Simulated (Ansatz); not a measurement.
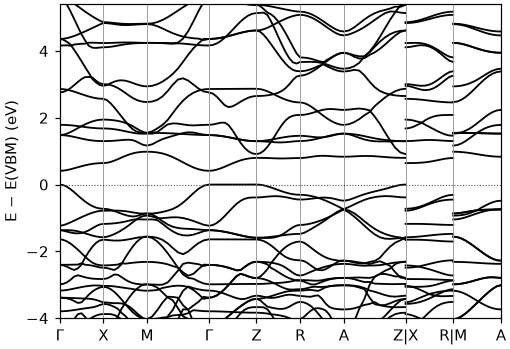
Fig. 1. Band structure from PBEsol (plane waves, PAW; program Ansatz)

Question: Read off the gap and where the band edges lie.

Answer: About 0.4 eV (0.41 eV by a search for the band edges); maximum at Z, minimum at Γ.

Question: Which compound is it?
A. SnO2, rutile
B. Sr2ZrTiO6, P4/mmm (Pearson symbol tP10)
C. YSiNO2, P4/mmm (Y on 1b, Si on 1c, N on 1d, O on 2f)
D. FeBiO3, P4mm (Fe on 1a, Bi on 1b, O on 1a, O on 2c)

Answer: D, FeBiO3, P4mm (Fe on 1a, Bi on 1b, O on 1a, O on 2c)

The workflow started from a Materials Project entry (that database holds measured and hypothetical structures alike); the Crystallography Open Database copy checked does not list it. It is not the phase usual at ambient conditions (space group No. 161). The cell was relaxed with PBEsol under the symmetry of its start, as lowered by the spin order. At this level the phase is dynamically unstable (imaginary phonons). Magnetic state: antiferromagnetic, chosen from 5 collinear starts compared on coarse meshes (ties went to the first, and starts can fall back to one state), not a proven ground state. No Hubbard U is applied. A crystal of weakly bound layers computed without a dispersion correction: the cell and the soft elastic constants depend strongly on that. Point labels and valley counts follow the cell and symmetry of the run, lower than the named group. Spin–orbit coupling is left out wherever it is not named.

Potentials: the earlier of the program's two PAW sets. The files were generated under PBE; for other functionals the program regenerates the frozen cores, and for LDA and PBEsol the local potential too.
